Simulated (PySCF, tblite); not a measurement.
# C₄H₃F₂ radical: geometry, infrared bands and EPR parameters

Aim: predict the infrared bands and EPR parameters of C₄H₃F₂ radical (`C#C[C](F)CF`).

Programs: tblite 0.8.0 and PySCF 2.14.0, with density-fitted response routines of our own. Each step states its level of theory. These are calculated values for one molecule in the gas phase, unless marked as measured. Atoms count from 0, in the outputs and in this text.

## Step 1: The starting structure

9 atoms, charge 0, multiplicity 2; geometry from: force field or distance geometry start.

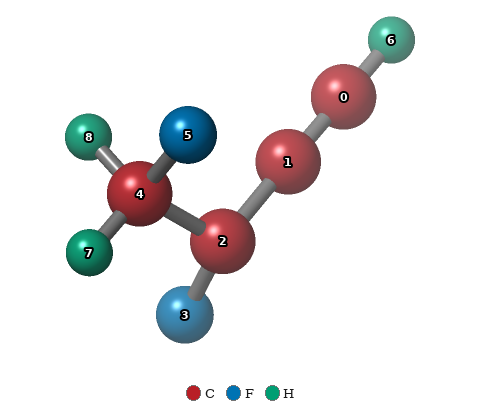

As it starts; carbon red, fluorine blue, hydrogen teal, atoms numbered; sticks join atoms by distance.

## Step 2: Optimising the geometry with GFN2-xTB

What the job is given:

```
{"job": {"kind": "relax", "xc": "GFN2-xTB", "basis": "xTB"}, "charge": 0, "multiplicity": 2}
C      2.214700     0.458600    -0.321700
C      1.138600    -0.097700    -0.218700
C     -0.142900    -0.789600    -0.088100
F     -0.196600    -1.975300    -0.732600
C     -1.320900     0.113800    -0.387400
F     -1.317500     1.188000     0.503700
H      3.148400     0.947800    -0.413600
H     -2.266900    -0.409300    -0.327000
H     -1.243400     0.569700    -1.408900
```

Launch:

```console
OMP_NUM_THREADS=1 python probes_run.py task.json out
```

The driver reads the jobs from task.json and runs them one after another.

The program printed:

```text
step      E/eV     max force
  0    -527.95845    3.131
  1    -528.10510    1.715
  2    -528.16358    2.894
  3    -528.20451    2.004
  4    -528.23360    0.465
  5    -528.24855    0.358
  6    -528.27517    0.791
  7    -528.29615    0.656
  8    -528.31352    0.463
  9    -528.33130    0.573
 10    -528.35147    0.828
 11    -528.36521    0.587
 12    -528.37342    0.204
 13    -528.37859    0.202
 14    -528.38373    0.322
 15    -528.38731    0.251
 16    -528.38942    0.135
 17    -528.39131    0.127
 18    -528.39363    0.211
 19    -528.39582    0.183
 20    -528.39723    0.129
 21    -528.39793    0.079
 22    -528.39832    0.073
 23    -528.39861    0.074
 24    -528.39884    0.054
 25    -528.39905    0.050
 26    -528.39929    0.053
 27    -528.39951    0.063
 28    -528.39967    0.048
 29    -528.39984    0.053
 30    -528.40006    0.064
 31    -528.40035    0.059
 32    -528.40061    0.044
 33    -528.40078    0.035
 34    -528.40090    0.038
 35    -528.40105    0.048
 36    -528.40121    0.049
 37    -528.40134    0.032
 38    -528.40142    0.027
 39    -528.40148    0.028
 40    -528.40152    0.018
 41    -528.40154    0.009
```

Run time: 0.07 s. Hardware: 1 thread of AMD EPYC 9B45, shared host.

Relaxation path: (not every step is listed)

| step | energy from step 0 (eV) | largest force (eV/Å) |
| --- | --- | --- |
| 0 | 0.0000 | 3.1308 |
| 1 | -0.1467 | 1.7152 |
| 2 | -0.2051 | 2.8943 |
| 3 | -0.2461 | 2.0036 |
| 4 | -0.2752 | 0.4650 |
| 5 | -0.2901 | 0.3581 |
| 6 | -0.3167 | 0.7908 |
| 7 | -0.3377 | 0.6561 |
| 8 | -0.3551 | 0.4630 |
| 10 | -0.3930 | 0.8280 |
| 12 | -0.4150 | 0.2037 |
| 14 | -0.4253 | 0.3225 |
| 16 | -0.4310 | 0.1348 |
| 18 | -0.4352 | 0.2113 |
| 20 | -0.4388 | 0.1291 |
| 22 | -0.4399 | 0.0734 |
| 24 | -0.4404 | 0.0536 |
| 26 | -0.4408 | 0.0533 |
| 28 | -0.4412 | 0.0477 |
| 30 | -0.4416 | 0.0639 |
| 32 | -0.4422 | 0.0443 |
| 34 | -0.4425 | 0.0375 |
| 36 | -0.4428 | 0.0488 |
| 37 | -0.4429 | 0.0322 |
| 38 | -0.4430 | 0.0269 |
| 39 | -0.4430 | 0.0279 |
| 40 | -0.4431 | 0.0182 |
| 41 | -0.4431 | 0.0092 |

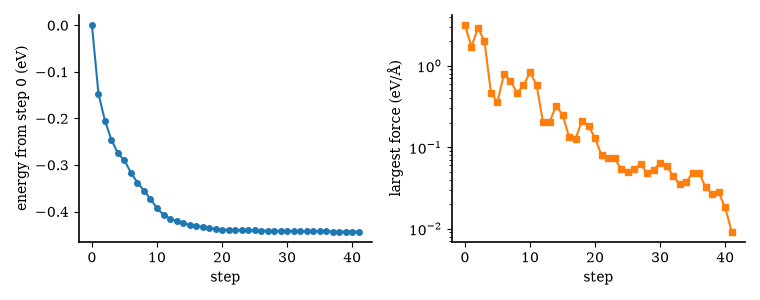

Energy and force, step by step.

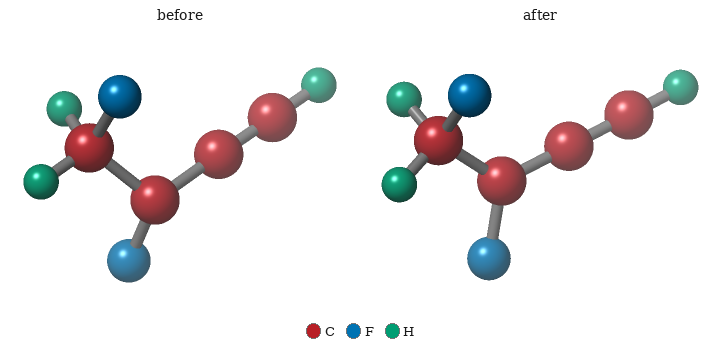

Before and after, at one scale.

Close pairs (by a distance rule), those that changed most:

| bond | before (Å) | after (Å) | change (Å) |
| --- | --- | --- | --- |
| C1–C2 | 1.462 | 1.363 | -0.100 |
| C2–C4 | 1.514 | 1.488 | -0.026 |
| C4–H8 | 1.121 | 1.100 | -0.021 |
| C4–F5 | 1.396 | 1.377 | -0.019 |
| C4–H7 | 1.083 | 1.095 | +0.013 |
| C0–H6 | 1.058 | 1.049 | -0.009 |
| C2–F3 | 1.351 | 1.352 | +0.001 |
| C0–C1 | 1.216 | 1.216 | +0.000 |

The final coordinates are the input of the step that follows.

## Step 3: Harmonic vibrations with GFN2-xTB

What the job is given:

```
{"job": {"kind": "ir", "xc": "GFN2-xTB", "basis": "xTB"}, "charge": 0, "multiplicity": 2}
C      2.285502     0.417740    -0.301592
C      1.176157    -0.076338    -0.363432
C     -0.071850    -0.620482    -0.419301
F     -0.207445    -1.964885    -0.459674
C     -1.348908     0.142458    -0.451645
F     -1.370482     1.126856     0.510480
H      3.237937     0.853139    -0.244952
H     -2.188828    -0.531765    -0.252598
H     -1.498522     0.659270    -1.411335
```

The program printed:

```text
mode    cm-1     km/mol
  1     -17.7     13.86
  2     124.8      1.94
  3     198.5      2.48
  4     295.9      4.76
  5     337.9      4.96
  6     422.8      2.22
  7     502.3     19.41
  8     537.0     11.44
  9     678.6     24.26
 10     782.1     13.39
 11     926.2      4.39
 12    1006.2    106.52
 13    1156.2     52.40
 14    1216.2     51.66
 15    1289.0      1.06
 16    1348.6     59.13
 17    1405.7      5.33
 18    2118.0     11.29
 19    2871.6     14.40
 20    2952.9      9.55
 21    3392.6     22.76
```

Run time: 0.07 s. Hardware: 1 thread of AMD EPYC 9B45, shared host.

The strongest bands and the atoms that carry them (share of the mass-weighted mode):

| cm⁻¹ | km/mol | atoms |
| --- | --- | --- |
| 502 | 19.4 | H6 65 %, C1 16 % |
| 679 | 24.3 | H6 75 %, C0 10 % |
| 1006 | 106.5 | C4 54 %, F5 37 % |
| 1156 | 52.4 | C2 35 %, H7 35 %, H8 12 %, F3 11 % |
| 1216 | 51.7 | H8 56 %, C2 28 % |
| 1349 | 59.1 | C2 59 %, H7 16 % |
| 2872 | 14.4 | H8 93 % |
| 3393 | 22.8 | H6 88 %, C0 12 % |

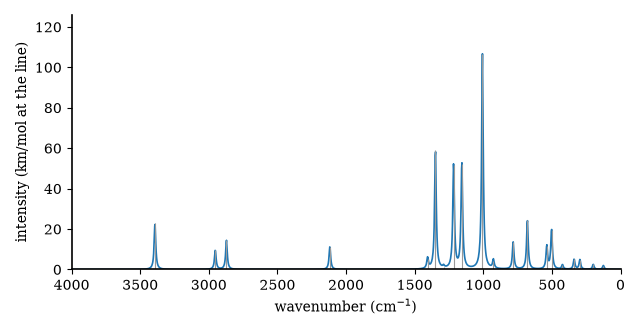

The infrared spectrum from these modes, unscaled. Lines are broadened to a width of 14 cm⁻¹ (Lorentzian).

## Step 4: g tensor and hyperfine couplings: B3LYP/pcH-1

Same as in step 3 but for these lines:

```diff
@@ -1,2 +1,2 @@
-{"job": {"kind": "ir", "xc": "GFN2-xTB", "basis": "xTB"}, "charge": 0, "multiplicity": 2}
+{"job": {"kind": "epr", "basis": "pcH-1"}, "charge": 0, "multiplicity": 2}
 C      2.285502     0.417740    -0.301592
```

Method: UKS B3LYP, pcH-1 on C F H, non-relativistic, mean-field spin-orbit, GIAO.

The program printed:

```text
UKS, coarse grid
  cycle   1  E = -353.71466699  |g| = 5.02e-01
  cycle   2  E = -353.57227338  |g| = 8.26e-01
  cycle   3  E = -353.79605355  |g| = 1.13e-01
  cycle   4  E = -353.79965303  |g| = 8.19e-02
  cycle   5  E = -353.80302513  |g| = 1.48e-02
  cycle   6  E = -353.80315956  |g| = 5.58e-03
  cycle   7  E = -353.80318846  |g| = 3.06e-03
  cycle   8  E = -353.80319860  |g| = 1.37e-03
  cycle   9  E = -353.80320049  |g| = 6.23e-04
UKS, final grid
  cycle   1  E = -353.80311349  |g| = 8.46e-04
  cycle   2  E = -353.80311333  |g| = 1.35e-03
  cycle   3  E = -353.80311387  |g| = 1.59e-04
  cycle   4  E = -353.80311391  |g| = 1.73e-04
  cycle   5  E = -353.80311395  |g| = 7.62e-05
  cycle   6  E = -353.80311395  |g| = 9.43e-06
E = -353.80311395 Eh   <S^2> = 0.7677 (exact 0.7500)
g shifts (ppm)      1          2          3
  rmc          -193       -193       -193
  gc              2         52         44
  oz_so         -81       1338       2515
  total        -272       1198       2367
hyperfine (MHz)  atom isotope    a_iso     a_fc   dipolar eigenvalues
    0   13C      42.50      42.50    -42.08    -31.52     73.60
    1   13C     -66.47     -66.47    -21.15     -1.03     22.17
    2   13C      74.81      74.81    -66.30    -64.91    131.21
    3   19F     114.87     114.87   -226.50   -183.33    409.83
    4   13C     -24.86     -24.86     -1.66     -0.50      2.15
    5   19F     125.57     125.57    -44.64    -39.85     84.49
    6    1H     -39.74     -39.74    -18.75     -1.39     20.14
    7    1H      12.61      12.61     -4.46     -3.23      7.69
    8    1H      71.32      71.32     -4.73     -1.67      6.39
```

It took 12 s on 1 thread of AMD EPYC 9B45, shared host; peak memory 0.69 GiB.

Principal g values 2.00205, 2.00352, 2.00469; g(iso) = 2.00342, against 2.00232 for a free electron.

Mean a(iso) over the nuclei that a row names, and the largest dipolar term of the row (other rows stand at the frozen geometry):

| nuclei | isotope | a(iso) (MHz) | a(iso) (G, at g = 2.0023) | largest dipolar term (MHz) |
| --- | --- | --- | --- | --- |
| F5 | 19F | 125.6 | 44.8 | 84.5 |
| F3 | 19F | 114.9 | 41.0 | 409.8 |
| C2 | 13C | 74.8 | 26.7 | 131.2 |
| C1 | 13C | -66.5 | -23.7 | 22.2 |
| C0 | 13C | 42.5 | 15.2 | 73.6 |
| H7, H8 | 1H | 42.0 | 15.0 | 7.7 |
| H6 | 1H | -39.7 | -14.2 | 20.1 |
| C4 | 13C | -24.9 | -8.9 | 2.2 |

Mulliken spin populations:

| atom | value (e) |
| --- | --- |
| C0 | 0.52 |
| C1 | -0.24 |
| C2 | 0.68 |
| F3 | 0.06 |
| C4 | -0.04 |
| F5 | 0.02 |
| H6 | -0.02 |
| H7 | 0.00 |
| H8 | 0.03 |

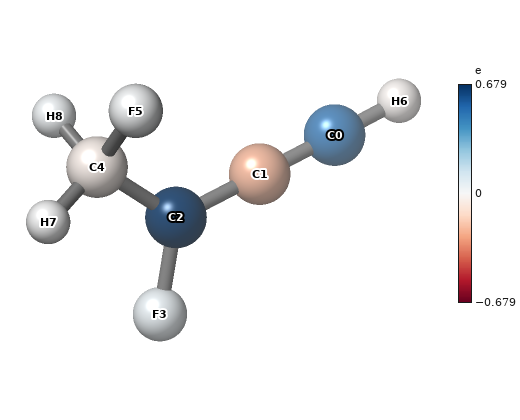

Mulliken spin populations, as colours on the atoms.

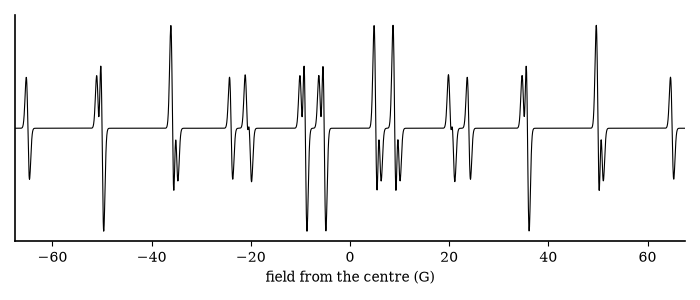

First-order isotropic spectrum (first derivative, main isotopes with spin only, couplings over 0.8 MHz, Gaussian width 0.3 G; couplings of the frozen geometry, rotation of groups not averaged beyond the rows shown).

Orbitals, density, ELF and potential are computed afterwards from the orbital file.

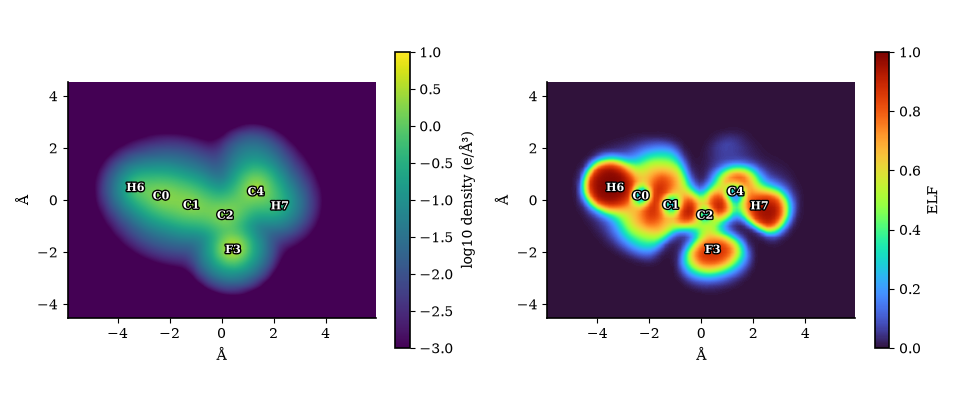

Density (left) and ELF (right) in a plane through or near 7 of the atoms.

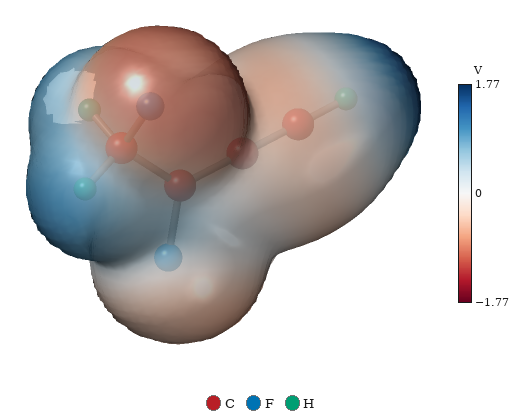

The potential that a unit positive charge feels on the 0.002 e/bohr³ surface, from -0.99 V near F5 to 1.77 V near H6.

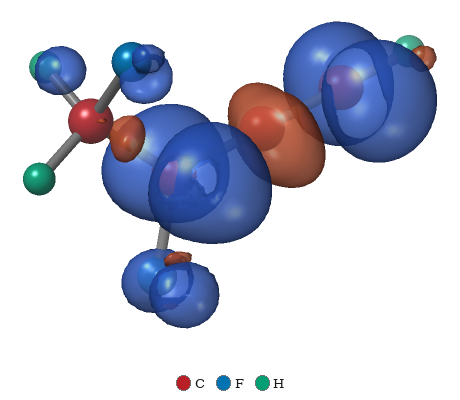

Spin density at ±0.03 e/Å³ (alpha excess blue, beta excess red).

## Step 5: Summary of results

| quantity | value |
| --- | --- |
| strongest single infrared mode (GFN2-xTB) | 1006 cm⁻¹, 107 km/mol |
| zero-point energy (GFN2-xTB) | 33.7 kcal/mol |
| g(iso) (B3LYP) | 2.00342 |
| ⟨S²⟩ | 0.768 (exact 0.75) |
| largest a(iso) (averaged by class) | 19F on F5, 125.6 MHz |
| potential on the surface of density 0.002 e/bohr³, 1st and 99th percentile | -0.99 V and 1.77 V |

Over 41 steps the energy fell by 0.443 eV; of the close pairs, C1–C2 changed most, 1.462 to 1.363 Å. The lowest mode is slightly imaginary (18i cm⁻¹), a soft motion within the noise of the Hessian, so the minimum is not strictly shown. The strongest single mode, at 1006 cm⁻¹, moves mainly C4 and F5. Unscaled tight-binding wavenumbers are off by several per cent, some by more. Its intensities can rank the bands wrongly. The largest spin populations lie on C2 (0.68 e), C0 (0.52 e). The isotropic g lies 1.1 ppt above the free-electron value. The conformer search found further structures of the same energy, which may be mirror or relabelled copies of this one.
